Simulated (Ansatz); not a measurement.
# Li(100) with 4 thermally displaced layers, 2x2: scattering by thermal displacements, part 3 of 3

Wanted: the phonon-limited resistivity of Li at 300 K by the Landauer route.

Ansatz 0.2.0; Ansatz plane-wave DFT, PBE, PAW files; ballistic transport by layer matching (Landauer), zero bias; PAW set soft_1.

So far. Step 3 (With 8 displaced layers): Over the solved energies the transmission per spin lies between 3.90 and 4.08, out of 4.84 channels of the lead on average (up to 4.92).

## 4. With 12 displaced layers

System of this step: Li(100) with 12 thermally displaced layers, 2x2. The cell holds 88 atoms: 88 Li. Cell: a = 7.020 Å, b = 7.020 Å, c = 38.610 Å, α = 90.0°, β = 90.0°, γ = 90.0°. It derives from Li. Regions: lead, 40 atoms (40 Li); scattering region, 48 atoms (48 Li). The structure is stacked along c, and the current runs across the ab planes.

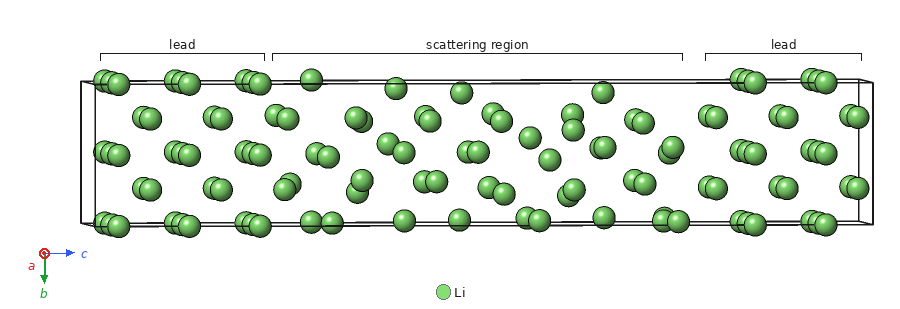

The cell of this step (lithium green). Some periodic images of atoms are drawn too.

The input, input.yaml:

```yaml
crystal:
  lattice:
    - [7.02, 0.0, 0.0]
    - [0.0, 7.02, 0.0]
    - [0.0, 0.0, 38.61]
  atoms:
    - { symbol: Li, position: [0.0, 0.0, 0.0227272727] }
    - { symbol: Li, position: [0.0, 0.5, 0.0227272727] }
    - { symbol: Li, position: [0.5, 0.0, 0.0227272727] }
    - { symbol: Li, position: [0.5, 0.5, 0.0227272727] }
    - { symbol: Li, position: [0.25, 0.25, 0.0681818182] }
    - { symbol: Li, position: [0.25, 0.75, 0.0681818182] }
    - { symbol: Li, position: [0.75, 0.25, 0.0681818182] }
    - { symbol: Li, position: [0.75, 0.75, 0.0681818182] }
    - { symbol: Li, position: [0.0, 0.0, 0.1136363636] }
    - { symbol: Li, position: [0.0, 0.5, 0.1136363636] }
    - { symbol: Li, position: [0.5, 0.0, 0.1136363636] }
    - { symbol: Li, position: [0.5, 0.5, 0.1136363636] }
    - { symbol: Li, position: [0.25, 0.25, 0.1590909091] }
    - { symbol: Li, position: [0.25, 0.75, 0.1590909091] }
    - { symbol: Li, position: [0.75, 0.25, 0.1590909091] }
    - { symbol: Li, position: [0.75, 0.75, 0.1590909091] }
    - { symbol: Li, position: [0.0, 0.0, 0.2045454545] }
    - { symbol: Li, position: [0.0, 0.5, 0.2045454545] }
    - { symbol: Li, position: [0.5, 0.0, 0.2045454545] }
    - { symbol: Li, position: [0.5, 0.5, 0.2045454545] }
    - { symbol: Li, position: [0.2606782726, 0.2380012413, 0.2384412387] }
    - { symbol: Li, position: [0.2463588936, 0.7231306021, 0.2565655865] }
    - { symbol: Li, position: [0.740346305, 0.2527906479, 0.2448358171] }
    - { symbol: Li, position: [0.7329294829, 0.7496144405, 0.2409714038] }
    - { symbol: Li, position: [0.0100521436, 0.9964539198, 0.2882473526] }
    - { symbol: Li, position: [0.9198251591, 0.5171517428, 0.2936457323] }
    - { symbol: Li, position: [0.4822813953, 0.992105162, 0.3064956804] }
    - { symbol: Li, position: [0.4983351138, 0.5028957512, 0.2864156301] }
    - { symbol: Li, position: [0.3050718612, 0.2806723564, 0.34739427] }
    - { symbol: Li, position: [0.2515937375, 0.780644502, 0.3431638271] }
    - { symbol: Li, position: [0.7704994008, 0.2449120678, 0.3319503179] }
    - { symbol: Li, position: [0.7843954229, 0.6853127533, 0.3394506773] }
    - { symbol: Li, position: [0.9931626498, 0.9651363522, 0.3900903993] }
    - { symbol: Li, position: [0.993302818, 0.4853951428, 0.3895234044] }
    - { symbol: Li, position: [0.4840675819, 0.0464347103, 0.3884998953] }
    - { symbol: Li, position: [0.4841426693, 0.4350016684, 0.3784146847] }
    - { symbol: Li, position: [0.2863336215, 0.2483082657, 0.4300972551] }
    - { symbol: Li, position: [0.3049352144, 0.7071200109, 0.4282583621] }
    - { symbol: Li, position: [0.7342010164, 0.2696017238, 0.4277849978] }
    - { symbol: Li, position: [0.7294929512, 0.6963385732, 0.4362514061] }
    - { symbol: Li, position: [0.0269498829, 0.9840743447, 0.4782655609] }
    - { symbol: Li, position: [0.9567858073, 0.4842269093, 0.4856483639] }
    - { symbol: Li, position: [0.5045375869, 0.0772372973, 0.4724879123] }
    - { symbol: Li, position: [0.5193993717, 0.493464084, 0.4807119532] }
    - { symbol: Li, position: [0.2497589185, 0.2312386988, 0.5174536142] }
    - { symbol: Li, position: [0.3525000579, 0.7474142929, 0.5104693494] }
    - { symbol: Li, position: [0.7283167634, 0.2726674098, 0.5196880579] }
    - { symbol: Li, position: [0.7954808035, 0.7835109752, 0.5218013087] }
    - { symbol: Li, position: [0.9842134437, 0.9664086995, 0.5639271926] }
    - { symbol: Li, position: [0.95075165, 0.5402639303, 0.5778506179] }
    - { symbol: Li, position: [0.4580063007, 0.960495394, 0.5574322247] }
    - { symbol: Li, position: [0.467777583, 0.3961526788, 0.5612386731] }
    - { symbol: Li, position: [0.293356918, 0.2384438911, 0.6188308061] }
    - { symbol: Li, position: [0.2336533735, 0.8088605145, 0.6148472757] }
    - { symbol: Li, position: [0.7372293582, 0.3353295745, 0.6116641176] }
    - { symbol: Li, position: [0.7091735277, 0.7567500127, 0.6134003116] }
    - { symbol: Li, position: [0.0356480818, 0.9691890415, 0.6639822418] }
    - { symbol: Li, position: [0.0285080627, 0.4776786804, 0.6600831596] }
    - { symbol: Li, position: [0.4722272983, 0.0784222382, 0.6548109185] }
    - { symbol: Li, position: [0.4848533593, 0.4643681833, 0.6569870708] }
    - { symbol: Li, position: [0.2498035597, 0.2756678043, 0.700834717] }
    - { symbol: Li, position: [0.2437894281, 0.7026456287, 0.6995162332] }
    - { symbol: Li, position: [0.8421288485, 0.2848095918, 0.6997957036] }
    - { symbol: Li, position: [0.7052897416, 0.7173854865, 0.7044136104] }
    - { symbol: Li, position: [0.0011609777, 0.9751154304, 0.7421797796] }
    - { symbol: Li, position: [0.0475512499, 0.5151002055, 0.7477232531] }
    - { symbol: Li, position: [0.4926231195, 0.9822973737, 0.7321537554] }
    - { symbol: Li, position: [0.5038666673, 0.464210845, 0.7439053569] }
    - { symbol: Li, position: [0.25, 0.25, 0.7954545455] }
    - { symbol: Li, position: [0.25, 0.75, 0.7954545455] }
    - { symbol: Li, position: [0.75, 0.25, 0.7954545455] }
    - { symbol: Li, position: [0.75, 0.75, 0.7954545455] }
    - { symbol: Li, position: [0.0, 0.0, 0.8409090909] }
    - { symbol: Li, position: [0.0, 0.5, 0.8409090909] }
    - { symbol: Li, position: [0.5, 0.0, 0.8409090909] }
    - { symbol: Li, position: [0.5, 0.5, 0.8409090909] }
    - { symbol: Li, position: [0.25, 0.25, 0.8863636364] }
    - { symbol: Li, position: [0.25, 0.75, 0.8863636364] }
    - { symbol: Li, position: [0.75, 0.25, 0.8863636364] }
    - { symbol: Li, position: [0.75, 0.75, 0.8863636364] }
    - { symbol: Li, position: [0.0, 0.0, 0.9318181818] }
    - { symbol: Li, position: [0.0, 0.5, 0.9318181818] }
    - { symbol: Li, position: [0.5, 0.0, 0.9318181818] }
    - { symbol: Li, position: [0.5, 0.5, 0.9318181818] }
    - { symbol: Li, position: [0.25, 0.25, 0.9772727273] }
    - { symbol: Li, position: [0.25, 0.75, 0.9772727273] }
    - { symbol: Li, position: [0.75, 0.25, 0.9772727273] }
    - { symbol: Li, position: [0.75, 0.75, 0.9772727273] }
kpoints:
  mp_grid: { grid: [3, 3, 1] }
hamiltonian:
  xc: pbe
  pseudopotentials: { kind: paw, azcp: { folder: soft_1 } }
scf:
  occupations: { method: fermi_dirac, width: 0.1 }
output:
  transmission: { leads: [[0, 4]], kmesh: [6, 6], e_range: [-0.05, 0.05], de: 0.05 }
  write_potential: true
  write_density: true
  volumetric_format: npy
```

Command:

```bash
> ansatz run input.yaml --threads 4 --pin off --max-ram 15360MiB --backend cpu --events-out ev --progress --plain --runs-dir out
```

Numbers of over 12 decimals in the logs are rounded to 6 here.

The program printed:

```text
[...]
Crystal: 88 atoms, lattice volume = 1902.716 Å³
Basis set: ecut = 420 eV, 37253 PW (Γ)
Bands: 220, of which v1, the nominal top of the filled ones, is band 132 counted from 1 (131 counted from 0)
Symmetry: 1 space group operations
[...]
k-points: 5 of 9 (time reversal used)
[...]
SCF iter   1: F=—  HF=-18010.519982 eV  |F-HF|=—  |Δ(HF+E_count)|=         —  Δρ=8.37e-3  dr2=1.52e1  ethr=3.10e-3  ⟨swp⟩=10.6  Hψ=6821  notcnv=0  defer=125
[...]
SCF iter   9: F=-18007.620485 eV  HF=-18007.620485 eV  |F-HF|=2.49e-8  |Δ(HF+E_count)|=   1.40e-8  Δρ=4.15e-7  dr2=3.06e-8  ethr=3.79e-11  ⟨swp⟩=16.0  Hψ=4447  notcnv=0
SCF 1 converged in 9 iterations: F = -18007.620485 eV  dr2 = 3.06e-8
[...]
transmission: 99 of 980 steps passed
transmission: 201 of 980 steps passed
[...]
transmission: 980 of 980 steps passed
SCF converged after 9 iterations
Free energy (F): -18007.620485 eV
[...]
Internal energy: -18006.348141 eV  (E = F + TS)
E sigma→0 (E₀):  -18006.984313 eV
Entropy (-TS):   -1.272344 eV (-14.458 meV/atom)
Fermi energy:    0.761333 eV
[...]
--- Band table (eV; the first three rows and the last of 5) ---
  k-point 0: bands = [... 128 lower, 0.4194, 0.6021, 0.6242, 0.6438, 0.6629, 0.7236, 0.7404, 0.7663, ... 84 higher]
  k-point 1: bands = [... 128 lower, 0.6477, 0.6593, 0.6754, 0.6858, 0.8100, 0.8335, 0.8751, 0.9007, ... 84 higher]
  k-point 2: bands = [... 128 lower, 0.6267, 0.6436, 0.6748, 0.6863, 0.8082, 0.8358, 0.8733, 0.8853, ... 84 higher]
  k-point 4: bands = [... 128 lower, 0.5521, 0.5934, 0.6266, 0.6494, 1.1165, 1.1551, 1.1767, 1.2494, ... 84 higher]
--- Transmission ---
  basis      : 437 plane waves across, 49 finite elements along
  points     : 20, standing for a mesh of 6 x 6
[...]
channels       : 4.916667e0 a spin
[...]
junction   : crystal 0 to crystal 0, 0.70 to 37.55 Å
    transmission   : 3.383934e0 a spin
[...]
```

Elapsed: 21 min, on 4 threads of Arm Neoverse V1, shared host; peak memory 7.1 GiB.

This step gave:

| Item | Value |
| --- | --- |
| free energy | -18007.6205 eV |
| energy at zero smearing | -18006.9843 eV |
| Fermi energy | 0.7613 eV |
| transmission per spin nearest the Fermi level | 3.384 |
| step of the lead's potential | 9.8 meV |

Per spin. Transmission, zone mean against energy, zero at the Fermi level:

```
energy (eV)  transmission, zone mean
    -0.0500                     3.32
     0.0000                     3.38
     0.0500                     3.43
```

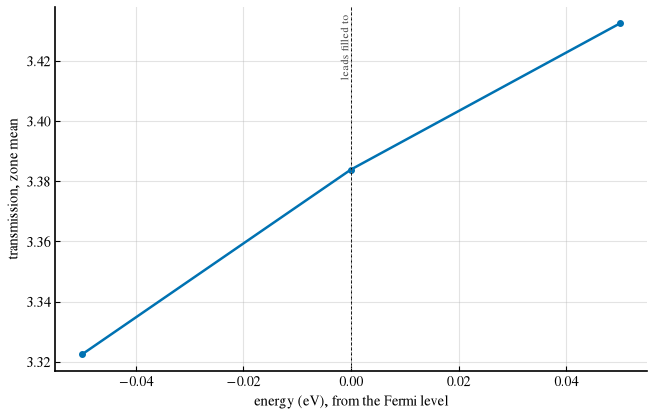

Transmission, zone mean, plotted against energy.

Over the solved energies the transmission per spin lies between 3.32 and 3.43, out of 4.84 channels of the lead on average (up to 4.92).

## 5. The fit

This step: Ansatz plane-wave DFT, PBE, PAW files; ballistic transport by layer matching (Landauer), zero bias; resistivity from the slope of the area resistance; PAW set soft_1 (Ansatz 0.2.0).

This step gave:

| Property | Result |
| --- | --- |
| resistivity | 29.92 µΩ cm |
| intercept | -0.08589 fΩ m² |
| scatter about the fit | 0.03426 fΩ m² |

Resistance, by row:

```
run  length (Å)      T  channels N  RA (fΩ m²)
 n4        7.02  4.351       4.843      0.1484
 n8       14.04  3.977       4.843      0.2858
n12       21.06   3.38       4.843      0.5685
```

The area resistance by length of the displaced region:

```
length of the displaced region (Å)  area resistance (fΩ m²)
                              7.02                    0.148
                             14.04                    0.286
                             21.06                    0.569
```

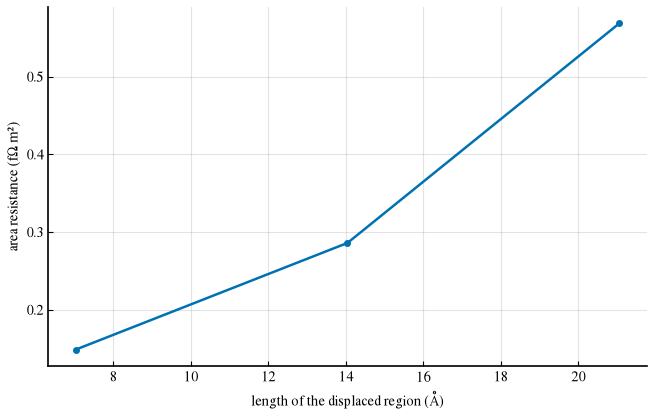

Area resistance against length of the displaced region.

The area resistance goes from 0.15 to 0.57 fΩ m² between 7.0 and 21.1 Å, a slope of 30 µΩ cm.

By hand from the end points: (0.5685 − 0.1484) fΩ m² / (21.06 − 7.02) Å = 30 µΩ cm, since 1 fΩ m² per Å is 1000 µΩ cm.

## 6. Outcome

| Property | Result |
| --- | --- |
| resistivity from the slope | 29.9 µΩ cm |
| area resistance over 7.02 Å | 0.148 fΩ m² |
| area resistance over 14.0 Å | 0.286 fΩ m² |
| area resistance over 21.1 Å | 0.569 fΩ m² |

In words: The slope gives 30 µΩ cm. The points scatter by 0.034 fΩ m² about the line, with one random draw a length in a 2x2 cell, so the slope is a rough value. The mean square of the displacements drawn is 0.78, 0.99 and 1.2 of the nominal one at the three lengths; with each resistance scaled back by that, the slope is 21 µΩ cm, the value used below. Read with a model of isotropic scattering on a spherical Fermi surface and the lead's 0.76×10¹⁵ S/m², this slope means a mean free path near 52 Å; over these lengths the model's slope is 1.10 times its bulk resistivity, which would be 19 µΩ cm. Uncorrelated displacements put too much weight on short waves, which scatter strongly; with the sideways repeat of a small cell, one draw and three short lengths, the method is good to a factor of two or three. The measured value is 9.55 µΩ cm (CRC Handbook of Chemistry and Physics, 84th ed., 2003, Electrical Resistivity of Pure Metals); the scaled slope is 2.2 times that and the corrected value 2.0: clearly high.

[Logs are printed without paths, hosts, clocks, repeated set-up lines and the standing remarks that a program may print on its own settings, such as how far it seeks lower states.]

[Hosts, paths, dates, database ids (printed as entryN), source tags and the programs' standing remarks are cut or masked in the printed files.]
